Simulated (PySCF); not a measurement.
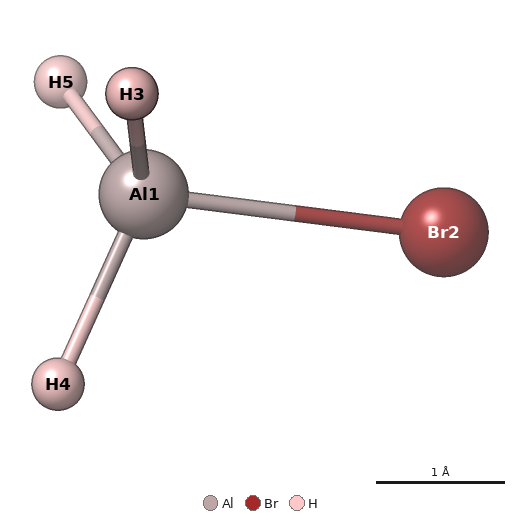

Orthographic view. Distant atoms are faded towards the background colour. The species has charge −1 and is a spin singlet. Computed geometry: PBE0-D3(BJ)/def2-SVP optimisation. No frequency run is at hand to confirm it as a minimum.

Write a Z-matrix (Å, degrees) in the order of the atom numbers, with these reference atoms: 2 to 1; 3 to 1, 2; 4 to 1, 3, 2; 5 to 1, 3, 4.

```
Al 
Br   1   2.419
H    1   1.631   2   107.3
H    1   1.631   3   111.5   2   117.3
H    1   1.631   3   111.6   4   125.5
```
